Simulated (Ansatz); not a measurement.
**B2GaH3O (SMILES BB[O][Ga]): density, localisation and related maps**

Input

```
basis:
  gaussian:
    orbitals: def2-TZVPD
crystal:
  periodic: [false, false, false]
  atoms:
    - {symbol: B, position_ang: [-0.863861, 0.773186, 0.641058]}
    - {symbol: B, position_ang: [0.124826, 0.827959, -0.725470]}
    - {symbol: Ga, position_ang: [3.082335, 1.993965, -0.847462]}
    - {symbol: O, position_ang: [1.377362, 1.328630, -0.746267]}
    - {symbol: H, position_ang: [-1.637653, 1.664950, 0.915271]}
    - {symbol: H, position_ang: [-0.889724, -0.184861, 1.383137]}
    - {symbol: H, position_ang: [-0.337562, 0.376630, -1.772636]}
hamiltonian:
  xc: {name: PBE0}
output: {forces: true, orbitals: {seedname: orbitals}}
```

Launched as:

```sh
ansatz run input.yaml --threads 2 --pin off --max-ram 4350MiB --events-out events.jsonl --progress --plain --runs-dir runs
```

Geometry: B3LYP-D3(BJ)/def2-SVP.

Theory: isolated molecule in a Gaussian basis; Kohn-Sham density functional theory, functional PBE0 in Ansatz 0.2.0.

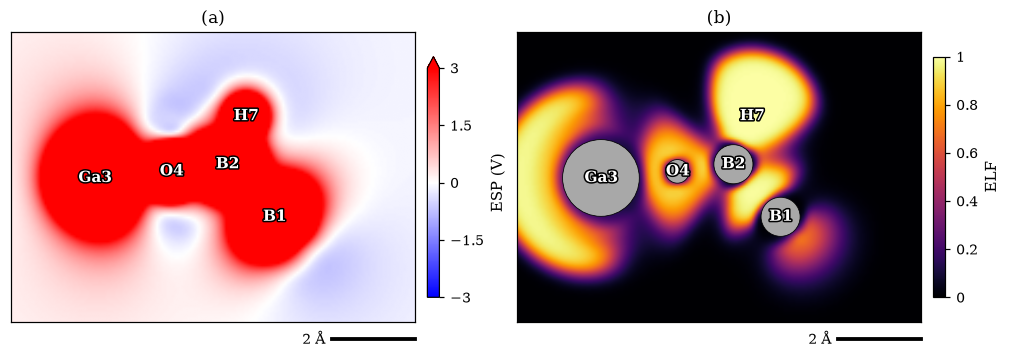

Figure 1. (a) molecular electrostatic potential; (b) ELF on the plane of atoms B1, B2 and H7. Grey discs cover the atomic cores in the ELF map.

### Describe what can be read from this map.

The section cuts through B, Ga, O and H sites.
B–O (1.35 Å): the ELF peaks at about 0.90 between the atoms, as expected for a short, strongly polar bond.
B–B (1.69 Å): the ELF peaks at about 1 between the atoms: a covalent bond.
Ga–O (1.83 Å): the ELF peaks at about 0.85 in the valence shell of O, 0.5 Å from its nucleus, and is about 0.15 at the midpoint.
B–H (1.23 Å): the ELF climbs to about 1 towards the hydrogen, as it does in any bond to H; a covalent bond by its length.
The ELF also peaks beside O4, away from the bonds: lone-pair regions.
Outside the dense part of the molecule the potential is most negative (−0.7 V) near O4.

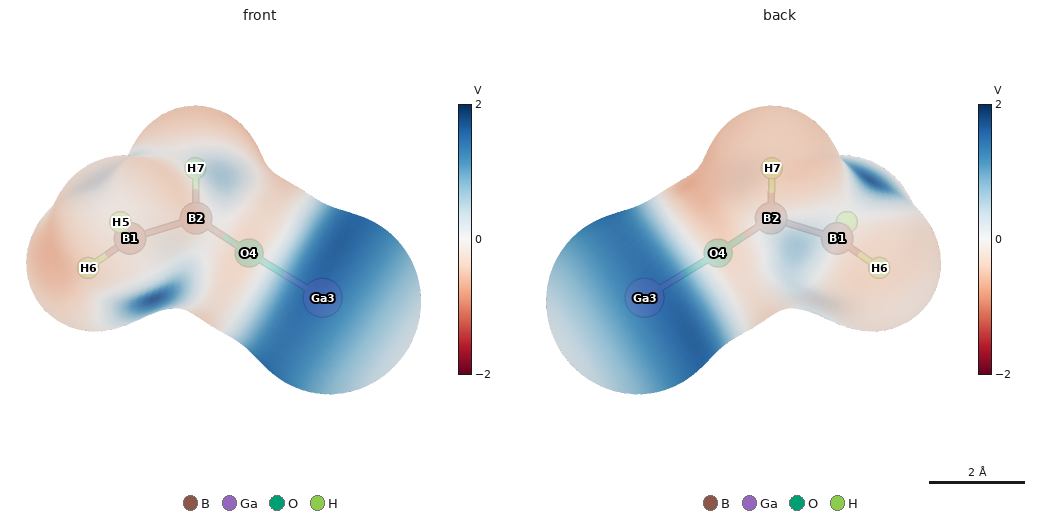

Figure 2. The molecular electrostatic potential painted on the density surface at 0.002 e/bohr³, seen from the front and from behind; the colour scale runs from red (negative) to blue (positive).

### Describe the electrostatic potential map.

The most negative region (about −0.7 V) lies over H7, the most positive (about +1.7 V) over B1 and Ga3.

### How polar is the molecule by this calculation?

Its dipole moment is 2.18 D.

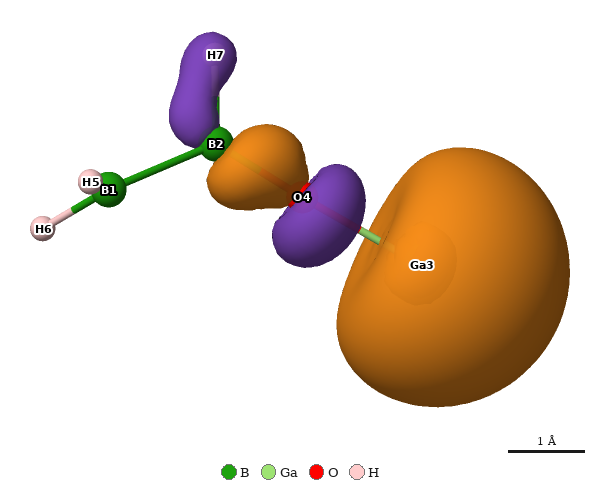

Figure 3. The HOMO−1 at ±0.1 Å⁻³ᐟ² (orange and purple are the two phases), seen at a tilt.

### What is the character of this orbital?

By Hirshfeld shares it lies mainly on Ga3 (about 85 %) and O4 (about 10 %). Its energy is −7.86 eV.
